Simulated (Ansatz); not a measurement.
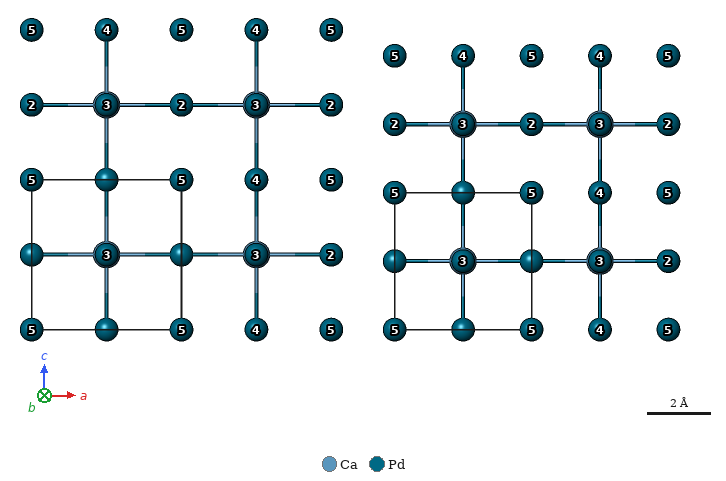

Two geometries of solid CaPd4 (a generated structure, set up in Pm-3m) (coarse preliminary run), drawn at one scale. One is the start of a relaxation, the other its converged end. A ball-and-stick model of the cell of the calculation, repeated 2 × 1 × 2 with one cell outlined, seen along the b axis.

Theory: Ansatz, DFT PBE, scalar-relativistic, plane waves, PAW. Set-up: plane-wave cutoff 420 eV; k-point mesh 4 × 4 × 4; occupations gaussian; smearing width 0.1 eV; no spin polarisation; cell and atoms relaxed; force threshold 0.04 eV/Å; at most 70 steps.

**Which one is relaxed?**

The left one is the relaxed one. The atoms keep their places relative to the cell (all moves are under 0.005 Å). The drawn cell changes as follows: a = b = c 4.408 → 4.825 Å (+9.5 %); the volume changes by +31.1 %. Some distances before and after: Ca–Pd 2.204 → 2.412 Å. The space group stays Pm-3m (No. 221). Over 4 accepted moves (6 points after the start) the energy falls by 330 meV per atom. All forces vanish by symmetry, so only the cell relaxes. Pressure: 25.88 GPa at the start and 0.18 GPa at the end. The SCF was repeated twice at an unchanged geometry on a basis and grid sized afresh for the cell, which shifted the energy by 5.3 meV per atom at most. The run took 7.6 s on 1 thread of AMD EPYC 9R45 96-Core Processor (Zen 5) (shared host), peak memory 0.44 GiB.
